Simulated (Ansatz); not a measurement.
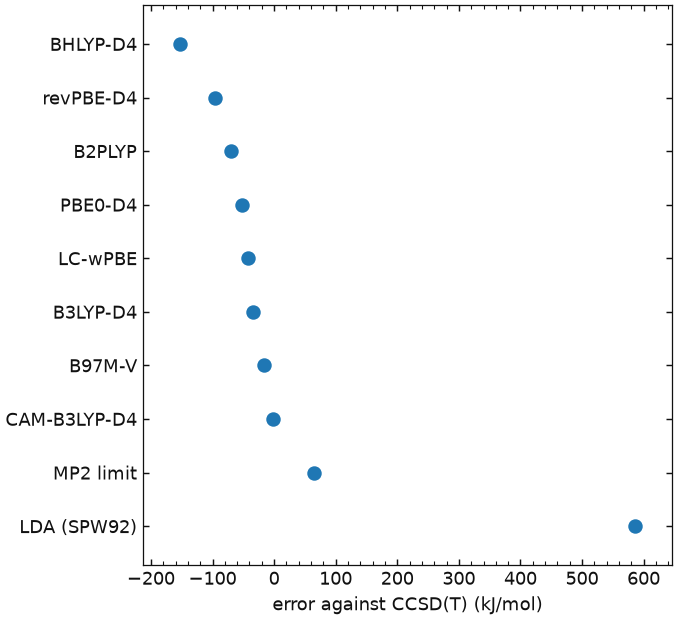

Error in the electronic atomisation energy (method less reference, so positive means overbinding) of C₂H₈AlFO, SMILES [CH3][Al-]([CH3])([OH2+])[F], singlet: functionals in def2-TZVPP against frozen-core CCSD(T) at the limit (MP2 extrapolated from triple and quadruple zeta, plus CCSD(T) less MP2 in a smaller set), which gives 4830.6 kJ/mol, at a PBE0-D4/def2-TZVP geometry (a minimum by its frequencies), no zero-point or spin-orbit term, the Ansatz code 0.2.0. The reference leaves out core correlation, a term that grows with the number of heavy atoms. B2PLYP holds a correlation term that converges slowly with the basis, so part of the distance to the limit is basis error. No dispersion term is added to B2PLYP and LC-wPBE. Limit means the basis limit.

Which of these levels overbind, and which underbind?

Answer. Overbind: MP2 limit and LDA (SPW92). Underbind: BHLYP-D4, revPBE-D4, B2PLYP, PBE0-D4, LC-wPBE and B3LYP-D4. Within 25 kJ/mol of zero, too close to call in view of what the reference leaves out: B97M-V and CAM-B3LYP-D4.

Give the values.

Answer.
```
       level  kJ/mol
    BHLYP-D4  −153.2
   revPBE-D4   −95.6
      B2PLYP   −69.5
     PBE0-D4   −52.5
     LC-wPBE   −42.2
    B3LYP-D4   −34.6
      B97M-V   −16.5
CAM-B3LYP-D4    −2.2
   MP2 limit    64.6
 LDA (SPW92)   586.5
```
